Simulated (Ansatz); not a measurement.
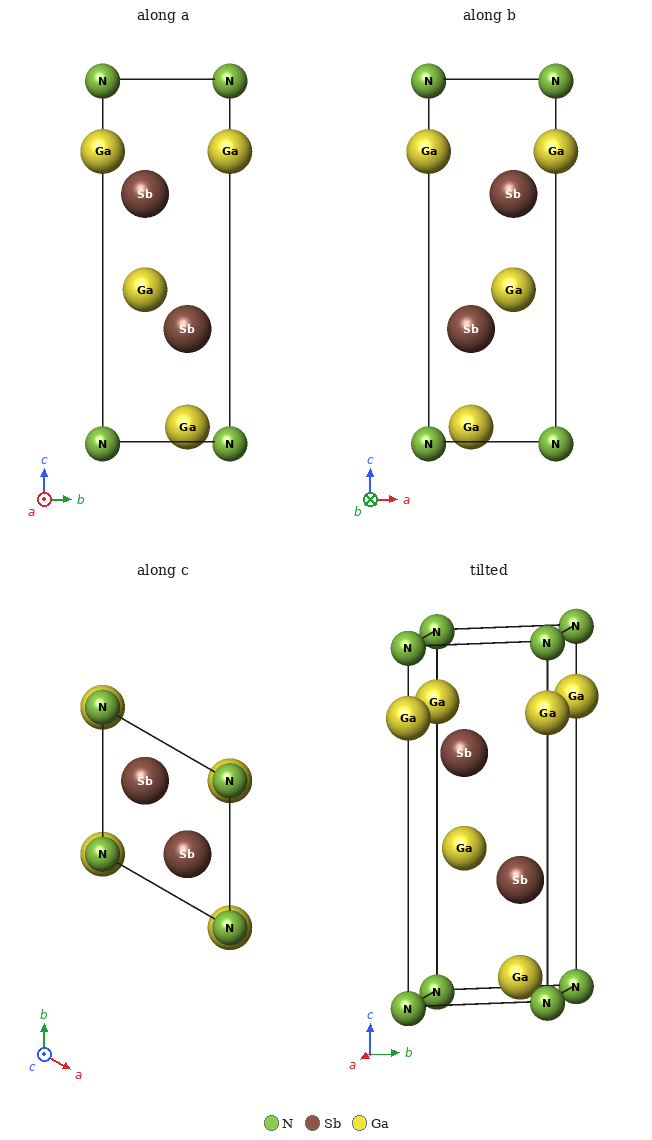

Spheres-only representation of a periodic structure, projected along the a axis, along the b axis, along the c axis and slightly off an axis. The parallelepiped is the conventional unit cell.

Lattice parameters: a = 4.003 Å, b = 4.003 Å, c = 9.879 Å, α = 90.00°, β = 90.00°, γ = 120.00°.

Write down what is shown as a table of Wyckoff sites, with free fractional coordinates to two decimals.

Answer. Space group P3m1 (No. 156).
```
atom  site       x       y     z
   N    1a    0.00    0.00  0.99
  Sb    1b  0.3333  0.6667  0.31
  Sb    1c  0.6667  0.3333  0.68
  Ga    1b  0.3333  0.6667  0.04
  Ga    1c  0.6667  0.3333  0.42
  Ga    1a    0.00    0.00  0.80
```

The cell started as a structure type filled with these elements by a generator (whether the compound takes this form wasn't checked). The structure drawn was relaxed with Ansatz 0.2.0, DFT, r2SCAN, plane waves, PAW.
